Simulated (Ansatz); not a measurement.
**Geometry relaxation, with input and output: ZrNH5ClO2F (part 2 of 2)**

ZrNH5ClO2F; RKS PBE-D4/def2-SVP (Ansatz 0.2.0). The input holds or restrains some coordinates. It belongs to a series of runs on one base structure; here: pulled along the bonds that form and break, towards end B.

Geometry of the input (Å):
```
Zr 0.0000  0.0000  0.0000
F  0.0000  0.0000  2.3300
O  1.9520  0.0000  -0.6893
H  2.2684  -0.9521  -0.8060
Cl -1.1869  2.0563  -0.8392
N  -1.0409  -1.8034  -0.7359
H  -1.5759  -2.4197  -0.0595
H  -1.0055  -2.0526  -1.7656
O  -2.2491  0.0072  0.7473
H  -2.7960  -0.6214  0.1765
H  -1.3253  0.0042  1.9476
```

Trajectory as extended XYZ (Å, eV, eV/Å), 10 of the 16 frames kept, from step=1 to step=16:
```
11
Properties=species:S:1:pos:R:3:forces:R:3 step=1 energy=-22165.92339
Zr    0.0000    0.0000    0.0000   -2.6175  -0.1434  -0.1882
F     0.0000    0.0000    2.3300   -2.1087   0.0952  -2.6376
O     1.9520    0.0000   -0.6893   -1.6100  -1.6558   0.5784
H     2.2684   -0.9521   -0.8060   -0.1156   1.3263   0.0067
Cl   -1.1869    2.0563   -0.8392    1.5258  -0.8761  -0.0191
N    -1.0409   -1.8034   -0.7359    1.6623   1.2924   0.0066
H    -1.5759   -2.4197   -0.0595    0.5269   0.6058  -1.3849
H    -1.0055   -2.0526   -1.7656   -0.2058  -0.3490   1.4695
O    -2.2491    0.0072    0.7473    2.2107   0.1819   1.8532
H    -2.7960   -0.6214    0.1765    1.1395   0.2636   1.4292
H    -1.3253    0.0042    1.9476   -0.4077  -0.7410  -1.1138
11
Properties=species:S:1:pos:R:3:forces:R:3 step=3 energy=-22166.31834
Zr   -0.1834    0.0046   -0.2893   -1.0792   0.1524   1.3815
F    -0.1555   -0.0003    2.5922   -0.5291   0.0030  -1.3089
O     1.8902   -0.0288   -0.6785   -1.8936  -0.8475   0.2920
H     2.2701   -0.9324   -0.8052    0.0473   0.5881   0.0742
Cl   -1.1544    2.0633   -0.8634    0.7345   0.8968  -0.9800
N    -1.0077   -1.7971   -0.7489    0.7187  -0.3997  -0.5367
H    -1.5637   -2.4007   -0.0941    0.3244   0.5402  -1.0854
H    -1.0085   -2.0703   -1.7468   -0.0699  -0.6528   0.3939
O    -2.1959    0.0251    0.5443    1.9635   0.0999   1.5087
H    -2.7966   -0.6380    0.1797   -0.0709  -0.3580   0.1234
H    -1.0537   -0.0068    2.2158   -0.1456  -0.0224   0.1374
11
Properties=species:S:1:pos:R:3:forces:R:3 step=4 energy=-22166.81469
Zr   -0.2766    0.0265   -0.3813   -0.4541   0.3801   1.3355
F    -0.1596   -0.0058    2.7213    1.6903  -0.0143  -0.1311
O     1.7606   -0.0623   -0.6704   -1.1043  -0.8862   0.1036
H     2.2598   -0.9081   -0.7939   -0.1859   0.7193   0.1887
Cl   -1.0928    2.1640   -0.9744    0.4223   0.5595  -0.8325
N    -0.9495   -1.8397   -0.8020    0.2669  -0.2087  -0.4826
H    -1.5650   -2.3789   -0.1617    0.1830   0.2488  -0.7436
H    -0.9954   -2.1422   -1.7786    0.0378  -0.7075  -0.0596
O    -2.1391    0.0024    0.5379    1.2547  -0.0345   1.0949
H    -2.7825   -0.6428    0.2029   -0.0316  -0.0788   0.2195
H    -1.0189    0.0053    2.4060   -2.0792   0.0224  -0.6928
11
Properties=species:S:1:pos:R:3:forces:R:3 step=6 energy=-22167.90599
Zr   -0.4087    0.0827   -0.3930   -0.9624  -0.1075   0.8139
F    -0.0739   -0.0058    2.7571   -0.0861   0.0515  -0.4409
O     1.5354   -0.1194   -0.6296    0.2453  -0.7229   0.1226
H     2.2000   -0.8496   -0.6701   -0.4440   0.6995   0.1702
Cl   -0.9537    2.2314   -1.3250    0.1171  -0.2705  -0.2918
N    -0.9664   -1.8001   -1.0124    0.2660  -0.0863  -1.2156
H    -1.5891   -2.3465   -0.4052   -0.1106   0.0040  -0.2205
H    -0.7859   -2.3393   -1.8989   -0.0377   0.4623   0.9615
O    -2.0899   -0.0450    0.7825    0.9775  -0.2296   0.1367
H    -2.8093   -0.5973    0.4112    0.1221   0.2434   0.2818
H    -1.0176    0.0074    2.6894   -0.0873  -0.0440  -0.3179
11
Properties=species:S:1:pos:R:3:forces:R:3 step=8 energy=-22168.40755
Zr   -0.5142    0.0558   -0.3962   -0.5849  -0.2680   0.6511
F     0.0965    0.0683    2.7261    0.2059   0.0363  -0.3174
O     1.4234   -0.1490   -0.4393    0.1095  -0.2493   0.1350
H     2.1606   -0.7856   -0.3669   -0.2235   0.3313   0.1116
Cl   -0.9893    2.0436   -1.6505   -0.0028  -0.2004  -0.0975
N    -1.0259   -1.7421   -1.2125    0.3060  -0.4588  -0.8036
H    -1.7107   -2.3323   -0.7201   -0.0305   0.0830  -0.1744
H    -0.6260   -2.3114   -2.0039   -0.3280   0.6789   0.8081
O    -2.0430   -0.1092    0.9510    0.6759  -0.1888  -0.2788
H    -2.8978   -0.4761    0.6341    0.2797   0.2671   0.2680
H    -0.8328   -0.0437    2.7843   -0.4073  -0.0313  -0.3020
11
Properties=species:S:1:pos:R:3:forces:R:3 step=9 energy=-22168.57530
Zr   -0.5445    0.0091   -0.4157   -0.4439  -0.1729   0.8901
F     0.1719    0.0518    2.6792    0.0611   0.0274  -0.1880
O     1.3948   -0.1275   -0.3343   -0.0097  -0.2217   0.0305
H     2.1624   -0.7114   -0.1952   -0.1834   0.2583   0.0874
Cl   -1.0236    1.9103   -1.7883   -0.0395  -0.1032  -0.0457
N    -1.0498   -1.7426   -1.3003   -0.1811  -0.1862   0.0227
H    -1.7923   -2.3307   -0.8877    0.1368   0.1687  -0.1987
H    -0.5985   -2.2796   -2.0497    0.0260   0.0906  -0.0046
O    -1.9926   -0.1647    1.0141   -0.0638  -0.1503  -0.5957
H    -2.9337   -0.3680    0.7579    0.9202   0.3225   0.3485
H    -0.7534   -0.0281    2.8259   -0.2226  -0.0331  -0.3466
11
Properties=species:S:1:pos:R:3:forces:R:3 step=11 energy=-22168.74286
Zr   -0.6057   -0.0703   -0.4185   -0.6194  -0.0781   0.8607
F     0.3173    0.0383    2.6192    0.3451   0.0197  -0.1970
O     1.3135   -0.1677   -0.2700    0.2242  -0.2178  -0.0034
H     2.1122   -0.5775    0.1052   -0.1661   0.2111   0.0139
Cl   -1.0964    1.7706   -1.8668   -0.0406  -0.0362   0.0095
N    -1.0636   -1.7897   -1.3874   -0.0356  -0.0290   0.0415
H    -1.9086   -2.3505   -1.2182    0.0398   0.0662  -0.0953
H    -0.4710   -2.2856   -2.0626   -0.0007   0.0082  -0.0010
O    -1.9920   -0.1457    1.0723    0.6314   0.0085  -0.4899
H    -2.9624   -0.1860    0.9626    0.2255   0.0918   0.1028
H    -0.6025   -0.0176    2.7700   -0.6036  -0.0444  -0.2419
11
Properties=species:S:1:pos:R:3:forces:R:3 step=13 energy=-22168.83565
Zr   -0.6475   -0.1675   -0.4305   -0.5397  -0.0609   1.0471
F     0.4550    0.0043    2.5400    0.1711  -0.0034  -0.1136
O     1.2703   -0.2469   -0.2260    0.2634  -0.0690   0.1089
H     2.0040   -0.3462    0.4116   -0.3089   0.1059  -0.1845
Cl   -1.1838    1.6641   -1.8651   -0.0287   0.0240  -0.0412
N    -1.0473   -1.8854   -1.4155   -0.1489  -0.0087  -0.1964
H    -1.9728   -2.3245   -1.5094    0.0714   0.0330   0.0122
H    -0.4035   -2.3461   -2.0693    0.0351  -0.0447   0.0586
O    -2.0076   -0.1521    1.0837    0.8039   0.0579  -0.5023
H    -2.9533    0.0801    1.1328    0.2029  -0.0191   0.0250
H    -0.4727   -0.0611    2.6535   -0.5216  -0.0150  -0.2138
11
Properties=species:S:1:pos:R:3:forces:R:3 step=14 energy=-22168.78051 accepted=F
Zr   -0.6511   -0.1961   -0.4560   -0.6641  -0.1775   0.9096
F     0.4385   -0.1860    2.5329   -1.1401   0.2645   0.2097
O     1.2672   -0.2509   -0.2574    1.0414   0.1778   0.8873
H     1.9847   -0.1552    0.4343   -1.0338  -0.1500  -0.9156
Cl   -1.2228    1.6364   -1.8814   -0.0193   0.0267   0.0240
N    -1.0708   -1.8861   -1.4858    0.4953  -0.7277  -0.5179
H    -2.0068   -2.2991   -1.6485    0.3781   0.1208   0.0378
H    -0.3425   -2.4879   -1.9583   -0.8360   0.6363   0.4715
O    -1.9760   -0.1574    1.0899   -0.0014   0.5141  -0.3293
H    -2.8827    0.2208    1.2225    0.8638  -0.3725  -0.1763
H    -0.4972   -0.0199    2.7138    0.9161  -0.3124  -0.6007
11
Properties=species:S:1:pos:R:3:forces:R:3 step=16 energy=-22168.86395
Zr   -0.6588   -0.2102   -0.4344   -0.6450   0.0336   0.8408
F     0.4839   -0.0522    2.5259    0.3320  -0.0099  -0.1059
O     1.2600   -0.2656   -0.2328    0.1288  -0.0195   0.0713
H     1.9250   -0.2329    0.4779   -0.1114   0.0252  -0.0660
Cl   -1.2127    1.6302   -1.8557   -0.0155   0.0042   0.0043
N    -1.0578   -1.8946   -1.4803   -0.0547  -0.0276  -0.0437
H    -1.9893   -2.2916   -1.6575    0.0495   0.0089   0.0020
H    -0.3626   -2.4456   -1.9988   -0.0261   0.0175   0.0282
O    -1.9904   -0.1254    1.1037    0.9364  -0.0192  -0.5076
H    -2.9151    0.1573    1.1985    0.0534  -0.0087   0.0010
H    -0.4414   -0.0509    2.6592   -0.6476  -0.0045  -0.2244
```

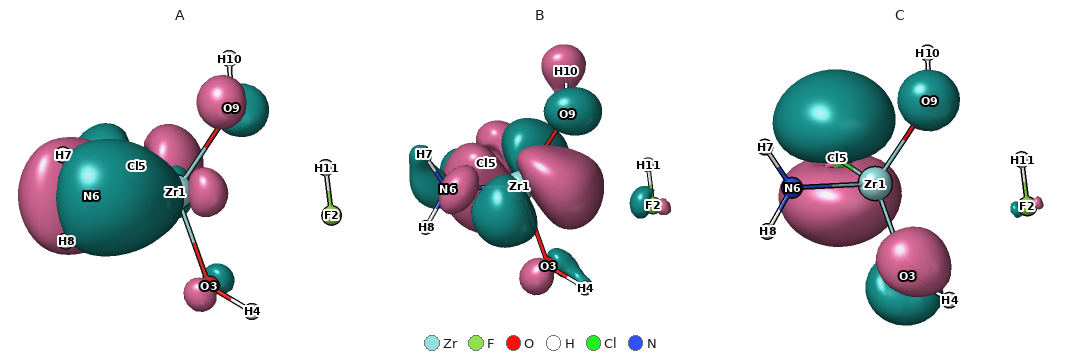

Figure 1. Three frontier orbitals at ±0.1 Å⁻³ᐟ² (teal and pink are the two phases). C is the HOMO−1 (−6.95 eV). A is the HOMO (−6.02 eV). B is the LUMO (−1.45 eV). It lies mainly on Zr1 (70 %) and Cl5 (10 %). The HOMO–LUMO gap is 4.57 eV between the orbital energies.

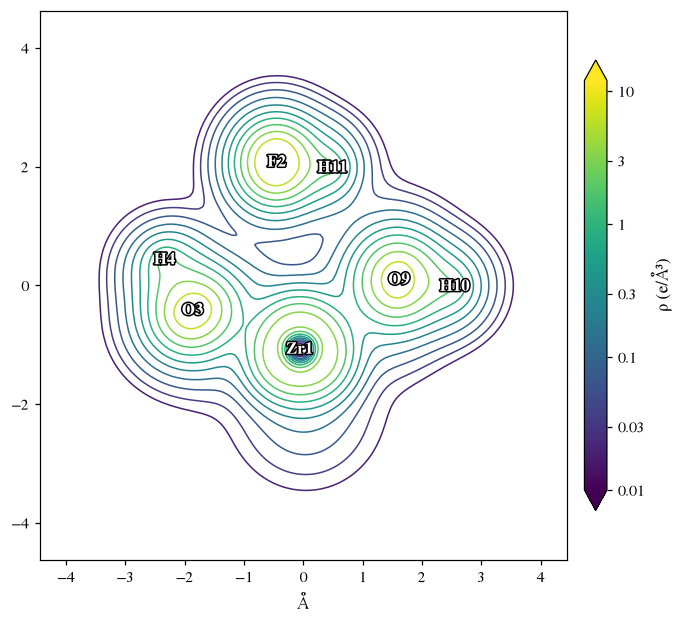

Figure 2. Electron density on the plane of atoms Zr1, O3 and H4. The section cuts through Zr, F, O and H sites. Zr1···F2 (3.18 Å): ρ at the midpoint is about 0.05 e/Å³. Zr–O (2.04 Å): ρ is about 0.72 e/Å³ halfway. O–H (0.97 Å): ρ is about 3.5 e/Å³ halfway, with its minimum of 2.3 e/Å³ about 0.8 Å from O.
